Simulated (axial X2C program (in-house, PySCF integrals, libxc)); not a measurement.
# FH⁺: from the state search to constants

Aim: find the lowest determinant of FH⁺, scan the bond at several levels and fit the constants, once spin-free and once with spin–orbit coupling.

Computed with an in-house X2C program for linear molecules on PySCF integrals. Level: all-electron X2C, F dyall-av3z, H dyall-v3z.

All values are calculated.

**1. The job**

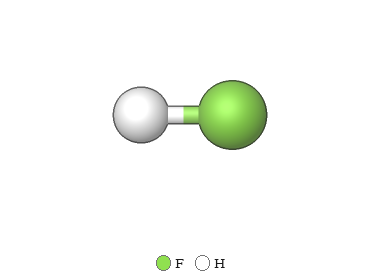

The two atoms at 0.960 Å (fluorine green, hydrogen white).

Contents of task.json:

```json
{
 "zs": [
  9,
  1
 ],
 "q": 1,
 "bas": [
  "dyall-av3z",
  "dyall-v3z"
 ],
 "levels": [
  "PBE0",
  "HF",
  "r2SCAN"
 ],
 "cc": true,
 "r0": 0.96,
 "thr": -2.0,
 "nmax": 90,
 "npts": 10,
 "nst": 2,
 "ntry": 6
}
```

Keys: zs atomic numbers; q charge; bas basis sets; levels methods (HF also brings MP2); cc coupled cluster on or off; r0 starting distance in Å; thr threshold in hartree for freezing inner shells (an s shell follows its p shell); nmax most natural virtual spinors; npts points asked for on the curve; nst determinants followed; ntry starts of the search.

Started as:

```console
$ python so2c.py task.json out
```

Spin-free means the one-electron spin-free X2C Hamiltonian; two-component (2c) means X2C with spin–orbit coupling and atomic mean-field two-electron Coulomb and Gaunt terms. Basis: F dyall-av3z contracted to [7s6p3d2f], H dyall-v3z contracted to [6s2p1d]; Gaussian nuclei, density fitting. Masses: F 18.998 u, H 1.008 u.

Notation: σ, π±, δ± give the projection m of an orbital's angular momentum (0, ±1, ±2), α and β its spin, Λ and M_S the sums; ω is the projection of a spinor's total angular momentum and Ω the sum. Logs are in hartree.

The results follow Hamiltonian by Hamiltonian and level by level.

**2. Search for the lowest determinant**

PBE0 moves the distance from 0.960 Å to 1.009 Å and compares determinants there.

Spin-free determinants:

| ΔE (eV) | state | open shells |
| --- | --- | --- |
| 0.00 | M_S = 1/2, Λ = 1 | beyond closed shells: π+α, π+β, π-α |
| 3.22 | M_S = 1/2, Λ = 0 | beyond closed shells: σα |

Two-component determinants:

```tsv
ΔE (eV)	state	open shells
0.00	Ω = 3/2	excess of +ω over −ω: ω = 3/2
0.04	Ω = 1/2	excess of +ω over −ω: ω = 1/2
```

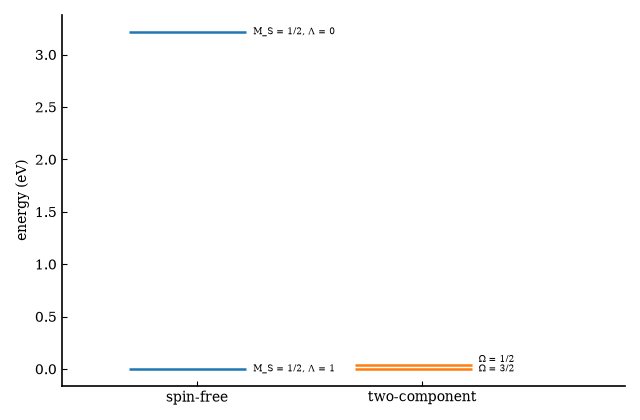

The determinants found, each set from its own lowest.

**3. PBE0, spin-free**

State followed: M_S = 1/2, Λ = 1 (beyond closed shells: π+α, π+β, π-α). The scan is laid around 1.009 Å, a first estimate of the minimum, and this SCF restarts from the orbitals of the search.

Output at 1.009 Å:

```text
spin-free X2C-1e  PBE0
basis functions 71  fitting functions 369  grid points 4338
iter        total energy     max residual
   1        -99.896806848     1.89e-05
   2        -99.896806850     7.15e-06
converged
one-electron -144.07041069  Coulomb 49.74116685  exact exchange -2.50413508  xc functional -7.78354181  nuclear repulsion 4.72011387
```

Along the bond, energies from the lowest point:

| R (Å) | E (eV) | μ (D) | HOMO (eV) | LUMO (eV) | iterations |
| --- | --- | --- | --- | --- | --- |
| 0.878 | 0.3898 | 2.15 | -26.68 | -21.23 | 10 |
| 0.918 | 0.1663 | 2.27 | -26.44 | -21.00 | 8 |
| 0.949 | 0.0675 | 2.37 | -26.26 | -20.83 | 8 |
| 0.979 | 0.0152 | 2.47 | -26.09 | -20.66 | 8 |
| 1.009 | 0.0000 | 2.58 | -25.91 | -20.49 | 2 |
| 1.044 | 0.0197 | 2.70 | -25.71 | -20.29 | 8 |
| 1.080 | 0.0705 | 2.83 | -25.50 | -20.09 | 8 |
| 1.125 | 0.1696 | 3.01 | -25.24 | -19.84 | 9 |
| 1.181 | 0.3260 | 3.22 | -24.93 | -19.54 | 9 |
| 1.261 | 0.5920 | 3.56 | -24.49 | -19.11 | 11 |

Dipoles are positive if H is the positive end and refer to the centre of mass.

Outer orbitals at the reference distance:

```tsv
symmetry	occupied	ε (eV)	atomic character
σα	yes	-29.93	81% F p, 13% H s, 5% F s
σβ	yes	-29.09	80% F p, 13% H s, 6% F s
π-α	yes	-28.37	94% F p, 3% H p, 2% H d
π+α	yes	-28.37	94% F p, 3% H p, 2% H d
π+β	yes	-25.91	94% F p, 4% H p, 2% H d
π-β	no	-20.49	93% F p, 4% H p, 3% H d
σα	no	-9.55	51% H s, 15% F p, 14% H p
σβ	no	-9.35	50% H s, 16% F p, 15% H p
σα	no	-3.82	38% F s, 34% F p, 21% H s
```

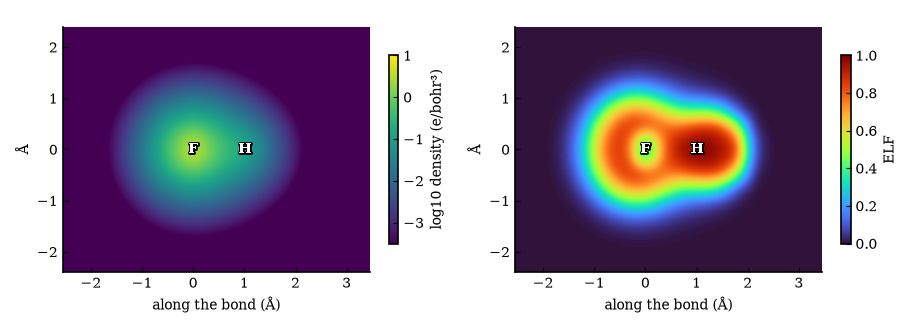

PBE0 fields in a plane through the axis, from a grid of 0.3 Å; F lies at z = 0 and H at z = 1.009 Å; the ELF is damped to zero where the density is low.

Re = 1.008 Å, ωe = 3049 cm⁻¹, ωexe = 96 cm⁻¹, Be = 17.33 cm⁻¹, De = 3.45 eV, μ = 2.58 D.

**4. HF, spin-free**

Output at 1.009 Å:

```text
spin-free X2C-1e  HF
basis functions 71  fitting functions 369  grid points 4338
iter        total energy     max residual
   1        -99.625670289     8.51e-02
   2        -99.629840090     6.02e-03
   3        -99.629946471     1.13e-03
   4        -99.629957478     7.46e-04
   5        -99.629961357     2.60e-04
   6        -99.629961831     9.80e-05
   7        -99.629961898     3.53e-05
   8        -99.629961903     9.90e-06
   9        -99.629961903     2.38e-06
converged
one-electron -144.12166246  Coulomb 49.81316685  exact exchange -10.04158017  xc functional 0.00000000  nuclear repulsion 4.72011387
```

Re = 0.981 Å, ωe = 3306 cm⁻¹, ωexe = 103 cm⁻¹, Be = 18.29 cm⁻¹, De = 3.46 eV, μ = 2.60 D.

**5. r2SCAN, spin-free**

Output at 1.009 Å:

```text
spin-free X2C-1e  r2SCAN
basis functions 71  fitting functions 369  grid points 4338
iter        total energy     max residual
   1        -99.929270384     2.90e-02
   2        -99.929591419     1.43e-03
   3        -99.929596996     2.60e-04
   4        -99.929597162     1.43e-04
   5        -99.929597255     3.40e-05
   6        -99.929597258     4.30e-06
converged
one-electron -144.07496397  Coulomb 49.74891479  exact exchange 0.00000000  xc functional -10.32366195  nuclear repulsion 4.72011387
```

Re = 1.012 Å, ωe = 3000 cm⁻¹, ωexe = 95.3 cm⁻¹, Be = 17.18 cm⁻¹, De = 2.95 eV, μ = 2.58 D.

**6. MP2 and beyond, spin-free**

Correlated methods: 7 electrons correlated (frozen shells, counted by type: F 1 s; H none), 129 virtual spinors in MP2, 64 natural virtuals in coupled cluster.

Output of the correlated part at 1.009 Å:

```text
correlated 7  virtual 129  natural virtual 64  E(MP2) -0.216462903  MP2 remainder -0.003699052
iter   CCSD correlation   residual
   1     -0.222120643   4.54e-02
   2     -0.225756665   1.62e-02
   3     -0.226044304   5.35e-03
   4     -0.226036723   2.14e-03
   5     -0.226053813   6.31e-04
   6     -0.226052107   1.63e-04
   7     -0.226052318   4.25e-05
   8     -0.226052167   8.67e-06
   9     -0.226052271   2.12e-06
  10     -0.226052282   3.92e-07
(T) -0.004389953  T1 0.0089  D1 0.0145  max T2 0.063
```

T1 in the output is the amplitude norm over the root of the electron number; divide by √2 for the Lee–Taylor value.

MP2: Re = 1.003 Å, ωe = 3106 cm⁻¹, Be = 17.51 cm⁻¹, De = 3.59 eV.

CCSD: Re = 1.002 Å, ωe = 3122 cm⁻¹, ωexe = 92.9 cm⁻¹, Be = 17.54 cm⁻¹, De = 3.63 eV. T1 at Re = 0.006 (Lee–Taylor, the printed value over √2).

CCSD(T): Re = 1.005 Å, ωe = 3093 cm⁻¹, ωexe = 92.9 cm⁻¹, Be = 17.45 cm⁻¹, De = 3.63 eV. T1 at Re = 0.006 (Lee–Taylor, the printed value over √2).

**7. The spin-free curves together**

Energy (eV) of the followed determinant, spin-free, from each level's lowest point:

| R (Å) | PBE0 | HF | MP2 | CCSD | CCSD(T) | r2SCAN |
| --- | --- | --- | --- | --- | --- | --- |
| 0.878 | 0.390 | 0.271 | 0.368 | n/a | n/a | 0.408 |
| 0.918 | 0.166 | 0.090 | 0.151 | 0.149 | 0.157 | 0.179 |
| 0.949 | 0.067 | 0.022 | 0.057 | 0.056 | 0.061 | 0.076 |
| 0.979 | 0.015 | 0.000 | 0.010 | 0.009 | 0.012 | 0.019 |
| 1.009 | 0.000 | 0.014 | 0.000 | 0.000 | 0.000 | 0.000 |
| 1.044 | 0.020 | 0.065 | 0.026 | 0.027 | 0.024 | 0.015 |
| 1.080 | 0.070 | 0.146 | 0.082 | 0.085 | 0.079 | 0.061 |
| 1.125 | 0.170 | 0.281 | 0.189 | 0.193 | 0.183 | 0.153 |
| 1.181 | 0.326 | 0.476 | 0.355 | n/a | n/a | 0.303 |
| 1.261 | 0.592 | 0.789 | 0.635 | n/a | n/a | 0.559 |

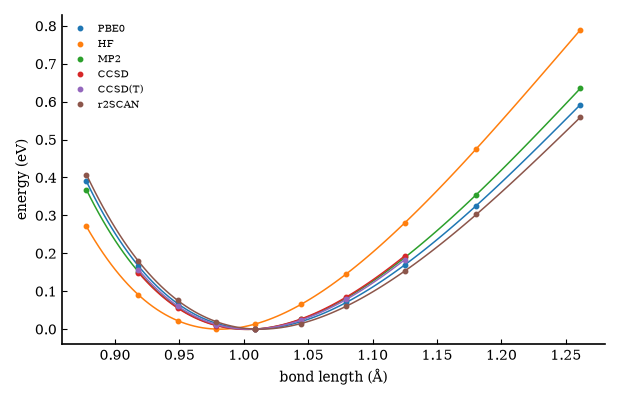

Curves of the followed state, spin-free, each from its own lowest point.

**8. PBE0, 2c**

State followed: Ω = 3/2 (excess of +ω over −ω: ω = 3/2). The scan is laid around 1.009 Å, a first estimate of the minimum, and this SCF restarts from the orbitals of the search.

Output at 1.009 Å:

```text
two-component X2C + atomic mean field  PBE0
basis functions 71  fitting functions 369  grid points 4338
iter        total energy     max residual
   1        -99.890602674     9.12e-06
   2        -99.890602674     2.46e-06
converged
one-electron -144.05335955  Coulomb 49.73624391  exact exchange -2.50390459  xc functional -7.78283544  nuclear repulsion 4.72011387  atomic mean-field constant -0.00686088
```

Along the bond, energies from the lowest point:

| R (Å) | E (eV) | μ (D) | HOMO (eV) | LUMO (eV) | iterations |
| --- | --- | --- | --- | --- | --- |
| 0.878 | 0.3894 | 2.15 | -26.70 | -21.21 | 10 |
| 0.918 | 0.1661 | 2.27 | -26.46 | -20.98 | 8 |
| 0.949 | 0.0673 | 2.37 | -26.28 | -20.81 | 8 |
| 0.979 | 0.0151 | 2.47 | -26.10 | -20.64 | 8 |
| 1.009 | 0.0000 | 2.58 | -25.92 | -20.47 | 2 |
| 1.044 | 0.0197 | 2.70 | -25.72 | -20.27 | 8 |
| 1.080 | 0.0706 | 2.83 | -25.52 | -20.07 | 8 |
| 1.125 | 0.1699 | 3.00 | -25.26 | -19.82 | 9 |
| 1.181 | 0.3264 | 3.22 | -24.95 | -19.52 | 9 |
| 1.261 | 0.5925 | 3.55 | -24.50 | -19.09 | 11 |

Dipoles are positive if H is the positive end and refer to the centre of mass.

Outer spinors at the reference distance:

```csv
ω,occupied,ε (eV),atomic character,λ mixture
1/2,yes,-29.93,"81% F p, 13% H s, 5% F s",100% σ
-1/2,yes,-29.09,"80% F p, 13% H s, 6% F s",100% σ
-1/2,yes,-28.38,"94% F p, 3% H p, 2% H d",100% π
3/2,yes,-28.34,"94% F p, 3% H p, 2% H d",100% π
1/2,yes,-25.92,"94% F p, 4% H p, 2% H d",100% π
-3/2,no,-20.47,"93% F p, 4% H p, 3% H d",100% π
1/2,no,-9.55,"50% H s, 15% F p, 14% H p",100% σ
-1/2,no,-9.34,"49% H s, 16% F p, 15% H p",100% σ
1/2,no,-3.82,"38% F s, 35% F p, 21% H s",100% σ
```

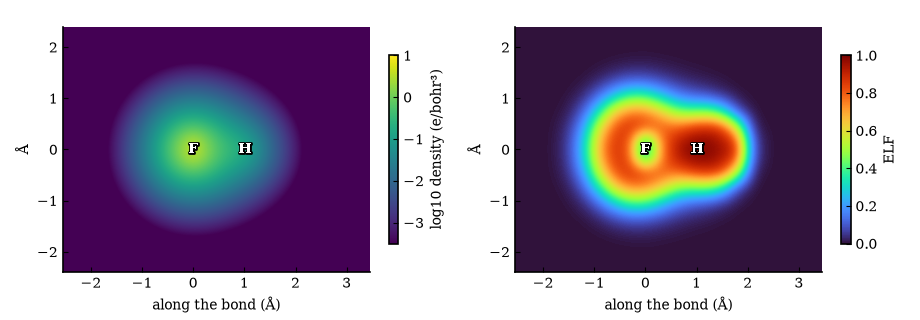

PBE0 fields in a plane through the axis, from a grid of 0.3 Å; F lies at z = 0 and H at z = 1.009 Å; the ELF is damped to zero where the density is low.

Re = 1.008 Å, ωe = 3050 cm⁻¹, ωexe = 96 cm⁻¹, Be = 17.34 cm⁻¹, De = 3.47 eV, μ = 2.57 D.

**9. HF, 2c**

The SCF at the reference distance of 1.009 Å:

```text
two-component X2C + atomic mean field  HF
basis functions 71  fitting functions 369  grid points 4338
iter        total energy     max residual
   1        -99.619480998     8.51e-02
   2        -99.623649020     6.02e-03
   3        -99.623755234     1.13e-03
   4        -99.623766198     7.44e-04
   5        -99.623770066     2.59e-04
   6        -99.623770538     9.77e-05
   7        -99.623770605     3.50e-05
   8        -99.623770610     9.91e-06
   9        -99.623770610     2.37e-06
converged
one-electron -144.10453734  Coulomb 49.80815235  exact exchange -10.04063862  xc functional 0.00000000  nuclear repulsion 4.72011387  atomic mean-field constant -0.00686088
```

Re = 0.981 Å, ωe = 3307 cm⁻¹, ωexe = 103 cm⁻¹, Be = 18.29 cm⁻¹, De = 3.47 eV, μ = 2.60 D.

**10. r2SCAN, 2c**

Output at 1.009 Å:

```text
two-component X2C + atomic mean field  r2SCAN
basis functions 71  fitting functions 369  grid points 4338
iter        total energy     max residual
   1        -99.923048008     2.90e-02
   2        -99.923369075     1.43e-03
   3        -99.923374644     2.53e-04
   4        -99.923374814     1.36e-04
   5        -99.923374895     3.78e-05
   6        -99.923374899     4.24e-06
converged
one-electron -144.05785498  Coulomb 49.74392453  exact exchange 0.00000000  xc functional -10.32269744  nuclear repulsion 4.72011387  atomic mean-field constant -0.00686088
```

Re = 1.012 Å, ωe = 3000 cm⁻¹, ωexe = 95.3 cm⁻¹, Be = 17.19 cm⁻¹, De = 2.97 eV, μ = 2.58 D.

**11. Correlated methods, 2c**

Correlated methods: 7 electrons correlated (frozen shells, counted by type: F 1 s; H none), 129 virtual spinors in MP2, 64 natural virtuals in coupled cluster.

Output of the correlated part at 1.009 Å:

```text
correlated 7  virtual 129  natural virtual 64  E(MP2) -0.216450868  MP2 remainder -0.003699750
iter   CCSD correlation   residual
   1     -0.222111127   4.54e-02
   2     -0.225746885   1.62e-02
   3     -0.226033974   5.34e-03
   4     -0.226026338   2.13e-03
   5     -0.226043375   6.30e-04
   6     -0.226041676   1.62e-04
   7     -0.226041887   4.23e-05
   8     -0.226041737   8.63e-06
   9     -0.226041840   2.11e-06
  10     -0.226041851   3.90e-07
(T) -0.004389623  T1 0.0089  D1 0.0145  max T2 0.063
```

MP2: Re = 1.003 Å, ωe = 3106 cm⁻¹, Be = 17.51 cm⁻¹, De = 3.60 eV.

CCSD: Re = 1.002 Å, ωe = 3122 cm⁻¹, ωexe = 92.6 cm⁻¹, Be = 17.54 cm⁻¹, De = 3.64 eV. T1 at Re = 0.006 (Lee–Taylor, the printed value over √2).

CCSD(T): Re = 1.005 Å, ωe = 3093 cm⁻¹, ωexe = 92.6 cm⁻¹, Be = 17.45 cm⁻¹, De = 3.64 eV. T1 at Re = 0.006 (Lee–Taylor, the printed value over √2).

**12. A higher determinant, 2c**

State: Ω = 1/2 (excess of +ω over −ω: ω = 1/2).

Output at the reference distance:

```text
two-component X2C + atomic mean field  PBE0
basis functions 71  fitting functions 369  grid points 4338
iter        total energy     max residual
   1        -99.889278733     1.65e-05
   2        -99.889278734     9.76e-06
converged
one-electron -144.04977752  Coulomb 49.73370645  exact exchange -2.50384256  xc functional -7.78261810  nuclear repulsion 4.72011387  atomic mean-field constant -0.00686088
```

| R (Å) | E above the lowest PBE0 point (eV) |
| --- | --- |
| 0.878 | 0.426 |
| 0.918 | 0.202 |
| 0.949 | 0.103 |
| 0.979 | 0.051 |
| 1.009 | 0.036 |
| 1.044 | 0.056 |
| 1.080 | 0.107 |
| 1.125 | 0.206 |
| 1.181 | 0.362 |

Re = 1.008 Å, ωe = 3049 cm⁻¹, ωexe = 96.1 cm⁻¹, Be = 17.33 cm⁻¹, μ = 2.57 D. Te = 0.04 eV.

**13. The 2c curves together**

Energy (eV) of the followed determinant, 2c, from each level's lowest point:

| R (Å) | PBE0 | HF | MP2 | CCSD | CCSD(T) | r2SCAN |
| --- | --- | --- | --- | --- | --- | --- |
| 0.878 | 0.389 | 0.270 | 0.367 | n/a | n/a | 0.407 |
| 0.918 | 0.166 | 0.090 | 0.151 | 0.149 | 0.157 | 0.179 |
| 0.949 | 0.067 | 0.022 | 0.057 | 0.056 | 0.061 | 0.076 |
| 0.979 | 0.015 | 0.000 | 0.010 | 0.009 | 0.012 | 0.019 |
| 1.009 | 0.000 | 0.014 | 0.000 | 0.000 | 0.000 | 0.000 |
| 1.044 | 0.020 | 0.065 | 0.026 | 0.027 | 0.024 | 0.015 |
| 1.080 | 0.071 | 0.146 | 0.082 | 0.085 | 0.079 | 0.061 |
| 1.125 | 0.170 | 0.281 | 0.189 | 0.194 | 0.184 | 0.154 |
| 1.181 | 0.326 | 0.476 | 0.355 | n/a | n/a | 0.303 |
| 1.261 | 0.593 | 0.790 | 0.636 | n/a | n/a | 0.559 |

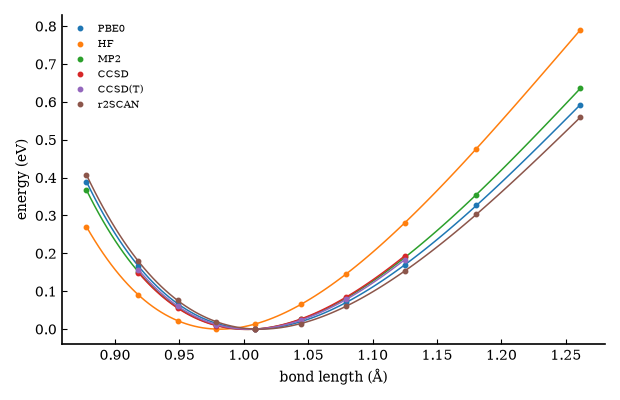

Curves of the followed state, 2c, each from its own lowest point.

The whole job took 22 s on 1 thread of Intel Xeon 6975P-C (Granite Rapids), shared host.

**14. Results**

Lowest determinant that the search found at its distance, spin-free: M_S = 1/2, Λ = 1 (beyond closed shells: π+α, π+β, π-α).

Lowest determinant that the search found at its distance, 2c: Ω = 3/2 (excess of +ω over −ω: ω = 3/2).

| Hamiltonian | level | Re (Å) | ωe (cm⁻¹) | De (eV) | μ (D) |
| --- | --- | --- | --- | --- | --- |
| spin-free | PBE0 | 1.008 | 3049 | 3.45 | 2.58 |
| spin-free | HF | 0.981 | 3306 | 3.46 | 2.60 |
| spin-free | MP2 | 1.003 | 3106 | 3.59 | n/a |
| spin-free | CCSD | 1.002 | 3122 | 3.63 | n/a |
| spin-free | CCSD(T) | 1.005 | 3093 | 3.63 | n/a |
| spin-free | r2SCAN | 1.012 | 3000 | 2.95 | 2.58 |
| 2c | PBE0 | 1.008 | 3050 | 3.47 | 2.57 |
| 2c | HF | 0.981 | 3307 | 3.47 | 2.60 |
| 2c | MP2 | 1.003 | 3106 | 3.60 | n/a |
| 2c | CCSD | 1.002 | 3122 | 3.64 | n/a |
| 2c | CCSD(T) | 1.005 | 3093 | 3.64 | n/a |
| 2c | r2SCAN | 1.012 | 3000 | 2.97 | 2.58 |

Dipoles are positive if H is the positive end and refer to the centre of mass.

Time per point (s) on 1 thread of Intel Xeon 6975P-C (Granite Rapids), shared host (2c runs; CCSD comes with the CCSD(T) run); the times are rough: PBE0 0.09, HF 0.027, MP2 0.041, CCSD(T) 0.61, r2SCAN 0.15.

At CCSD(T), going from spin-free to two-component changes Re by 0 mÅ, ωe by 0.0 %; the spin-free picture holds up (part of it comes from the scalar share of the two-electron terms). De moves by 0.00 eV; both De rest on single-determinant atoms, which can miss part of an open shell's spin–orbit lowering.

De refers to F + H+, each in the lowest determinant found, which need not be this curve's own limit. Each curve is one determinant whose occupation by symmetry is held fixed; it was picked as the lowest of a PBE0 search that is not exhaustive. Dissociation energies refer to the lowest single-determinant-based atoms at the same level and basis. Density functionals use the spin component along the axis (collinear). CCSD and (T) use frozen natural virtuals with an MP2 correction for the truncation. The meta-GGAs lack a current-density term, which matters for open shells with orbital currents, atoms included.
